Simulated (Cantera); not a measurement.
Input: 1 mol HgO, 0.2 mol H2, held at 1.00 bar.

Equilibrium computed with Cantera from the NASA thermochemical tables; the gas is ideal and each condensed phase is pure. Candidate condensed phases: H2O, Hg, HgO; 10 gas species. Rates play no part.

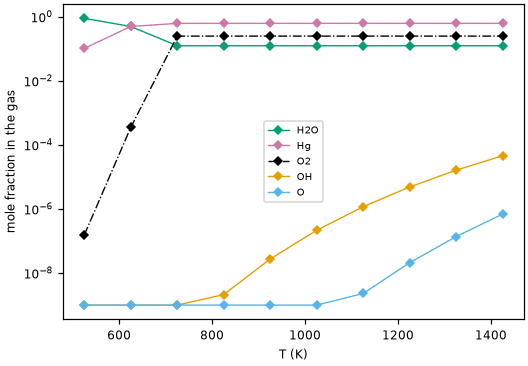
Equilibrium gas composition (values under 1e-9 drawn at 1e-9)

At 525 K the condensed part is Hg(l) + HgO(s). At 625 K the condensed part is HgO(s). From 725 K to 1425 K nothing is condensed. The main Hg-bearing gas is Hg throughout.
